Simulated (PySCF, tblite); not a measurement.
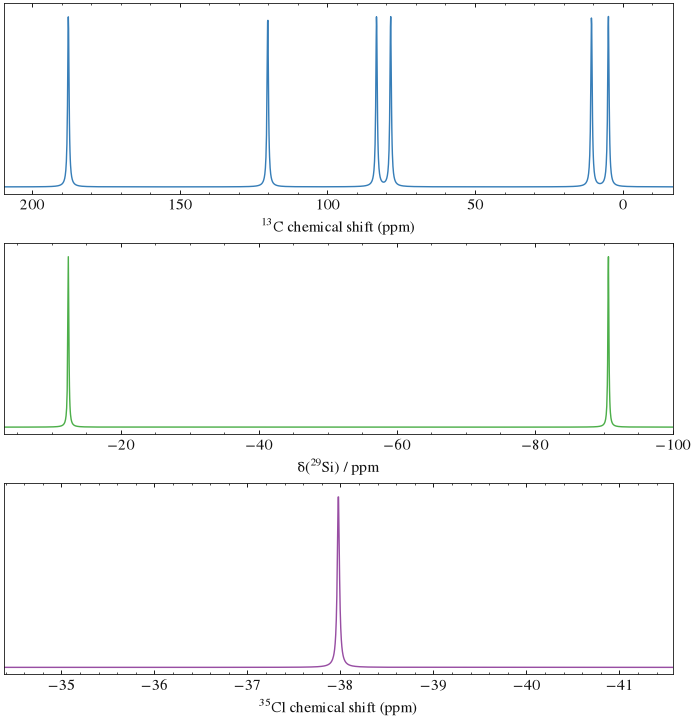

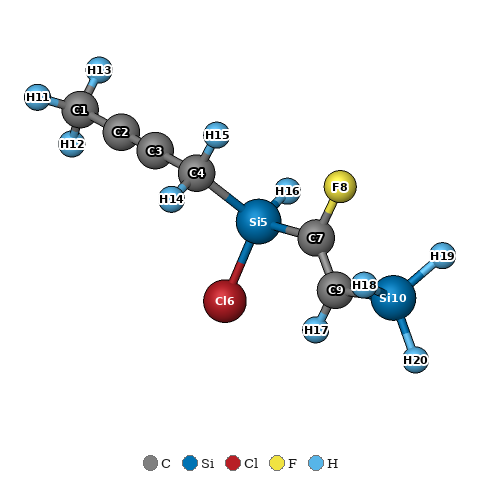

Spectrum and numbered structure of C₆H₁₀ClFSi₂, SMILES CC#CC[Si@H](Cl)/C(F)=C/[SiH3]. GIAO shifts, PBE0/pcSseg-1 in PySCF 2.14.0, at a GFN2-xTB geometry (a minimum by its frequencies), against TMS for ¹³C, TMS for ²⁹Si and HCl for ³⁵Cl computed at the same level (Cl: the usual scale starts at aqueous chloride instead). Gas phase, fully decoupled, line heights follow the number of nuclei, widths are arbitrary (no quadrupolar broadening); values of one conformer, averaged over methyl-type rotors and exact or near symmetry; other conformers aren't averaged in.

Which atoms give which ¹³C line?

| δ (ppm) | nuclei | atoms |
| --- | --- | --- |
| 187.7 | 1 | C7 |
| 120.2 | 1 | C9 |
| 83.3 | 1 | C2 |
| 78.6 | 1 | C3 |
| 10.6 | 1 | C4 |
| 4.8 | 1 | C1 |

Assign the ²⁹Si signals to the numbered atoms.

| δ (ppm) | nuclei | atoms |
| --- | --- | --- |
| −12.4 | 1 | Si5 |
| −90.7 | 1 | Si10 |

Where does the ³⁵Cl line lie?

At −38.0 ppm (Cl6).

Known limits of this run: the tight-binding geometry is rougher than a DFT one and adds to the error.
